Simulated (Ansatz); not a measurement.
# Frequency calculation, with input and output: Si₂NH₇

Si₂NH₇, computed with RKS PBE0-D4/def2-TZVP (Ansatz 0.2.0).

The geometry comes from this level: PBE0-D4/def2-TZVP. Figures and captions count atoms from 1; the log counts them from 0 in places.

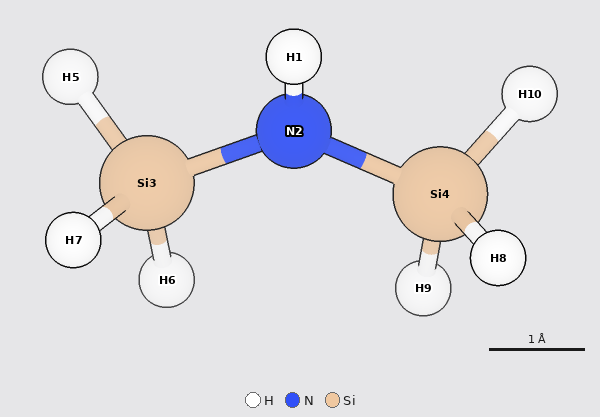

*The structure (ball-and-stick view, seen at a tilt; atoms are numbered from 1 in the order of the input).*

**Results in brief**

```csv
quantity,value
outcome,converged
total energy,−17352.9675 eV
mean-field energy,−17352.8043 eV
dispersion energy,−0.1633 eV
largest force (length of the vector),0.003 eV/Å
dipole moment,0.95 D
hardware,"4 CPU threads, shared host"
wall time,61 s (CPU time 3.1 min)
peak memory,1.2 GiB
```

**Input file**
```yaml
crystal:
  periodic: [false, false, false]
  atoms:
    - {symbol: H, position_ang: [1.972628, 0.762791, -0.197413]}
    - {symbol: N, position_ang: [1.094489, 1.252186, -0.090515]}
    - {symbol: Si, position_ang: [0.343977, 1.759670, -1.559210]}
    - {symbol: Si, position_ang: [0.613195, 1.564782, 1.536874]}
    - {symbol: H, position_ang: [0.202463, 0.616811, -2.501972]}
    - {symbol: H, position_ang: [-0.994857, 2.295702, -1.210599]}
    - {symbol: H, position_ang: [1.118567, 2.818672, -2.264893]}
    - {symbol: H, position_ang: [1.496750, 2.550807, 2.220089]}
    - {symbol: H, position_ang: [-0.767458, 2.106456, 1.495549]}
    - {symbol: H, position_ang: [0.643935, 0.314507, 2.343527]}
basis:
  gaussian: {orbitals: def2-TZVP}
hamiltonian: {xc: pbe0, dispersion: d4}
phonons: {temperatures: {t_min: 298.15, t_max: 900, t_step: 200}}
```

Run as:
```bash
ansatz run in.yaml --threads 4 --pin off --events-out ev --progress --plain --max-ram 66560MiB --backend cpu
```

**What the program printed**
```
Functional definition: PBE0
  name "PBE0"
  cite "Adamo & Barone, J. Chem. Phys. 110, 6158 (1999) doi:10.1063/1.478522"
  cite "Perdew, Burke & Ernzerhof, Phys. Rev. Lett. 77, 3865 (1996) doi:10.1103/PhysRevLett.77.3865"
  parent pbe
  parameter a = 0.25
  parameter kappa = 0.804
  parameter beta = 0.06672455060314922
  exchange = (1 - a)*pbe_x(kappa = kappa, mu = beta*pi^2/3) + a*exact_x
  correlation = pbe_c(beta = beta)
999 factors; their error is unknown
mean field evaluation 1: about -17346.7833 eV, gradient 5.7e1 eV
mean field evaluation 2: about -17336.6952 eV, gradient 8.4e1 eV
mean field evaluation 4: about -17352.7302 eV, gradient 1.1e0 eV
mean field evaluation 8: about -17352.8042 eV, gradient 1.7e-1 eV
mean field -17352.80423962 eV, -637.7037936530 hartree, gradient 2.9e-5 eV, S^2 0.000000; 0 other end points of the search recorded, 0 dependent functions left out
the calculation of the forces begins
reference -17352.80427421 eV, -637.7037949241 hartree; 21, 21 occupied and 126, 126 virtual orbitals, 999 factors
these checks for a lower state are left out or cut short: stability, starts, cluster_reference, orbital_swaps, neighbouring_geometries, increment
999 factors; their error is unknown
mean field evaluation 16: about -17352.7337 eV, gradient 2.0e-1 eV
mean field -17352.80413679 eV, -637.7037898739 hartree, gradient 2.0e-6 eV, S^2 0.000000; 0 other end points of the search recorded, 0 dependent functions left out
[... from here on the field's lines of each further geometry are left out, up to the last ...]
the calculation of the forces begins
reference -17352.80426036 eV, -637.7037944152 hartree; 21, 21 occupied and 126, 126 virtual orbitals, 999 factors
these checks for a lower state are left out or cut short: stability, starts, cluster_reference, orbital_swaps, neighbouring_geometries, increment
999 factors; their error is unknown
mean field -17352.80421111 eV, -637.7037926052 hartree, gradient 1.7e-6 eV, S^2 0.000000; 0 other end points of the search recorded, 0 dependent functions left out
the calculation of the forces begins
reference -17352.80424570 eV, -637.7037938763 hartree; 21, 21 occupied and 126, 126 virtual orbitals, 999 factors
Total energy: -17352.96752998 eV, -637.7097944628 hartree
Atom 0 at     1.972628     0.762791    -0.197413 Å, force    -0.001261     0.000938    -0.000220 eV/Å
Atom 1 at     1.094489     1.252186    -0.090515 Å, force     0.002655    -0.000631    -0.001365 eV/Å
Atom 2 at     0.343977     1.759670    -1.559210 Å, force    -0.001185    -0.000988     0.000446 eV/Å
Atom 3 at     0.613195     1.564782     1.536874 Å, force    -0.000492    -0.000045     0.001780 eV/Å
Atom 4 at     0.202463     0.616811    -2.501972 Å, force     0.000373    -0.000101    -0.000345 eV/Å
Atom 5 at    -0.994857     2.295702    -1.210599 Å, force    -0.000331     0.000393     0.000120 eV/Å
Atom 6 at     1.118567     2.818672    -2.264893 Å, force     0.000532     0.000315    -0.000444 eV/Å
Atom 7 at     1.496750     2.550807     2.220089 Å, force     0.000292     0.000062     0.000079 eV/Å
Atom 8 at    -0.767458     2.106456     1.495549 Å, force    -0.000364     0.000336    -0.000165 eV/Å
Atom 9 at     0.643935     0.314507     2.343527 Å, force    -0.000220    -0.000279     0.000114 eV/Å
Dipole moment:     0.171484    -0.096971    -0.021297 e Å
Vibrations: 34.26 47.79 213.85 348.56 611.55 639.15 704.47 716.60 826.65 926.79 935.15 935.34 961.68 968.19 992.32 1005.97 1213.73 2199.03 2202.25 2211.36 2217.74 2238.79 2248.89 3598.21 cm⁻¹, zero-point energy 1.797665 eV
```

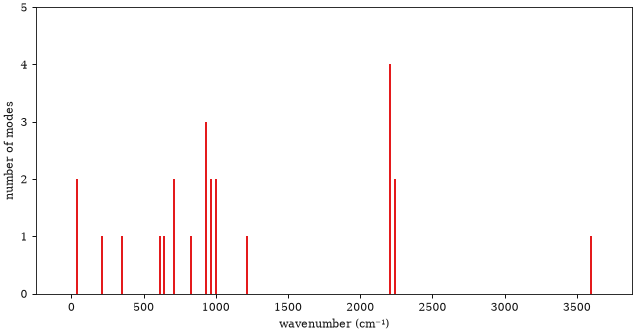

*Harmonic vibrational wavenumbers from the force constants; neighbouring modes closer than 16 cm⁻¹ are counted in one stick.*

24 modes from 34 to 3598 cm⁻¹, none imaginary.
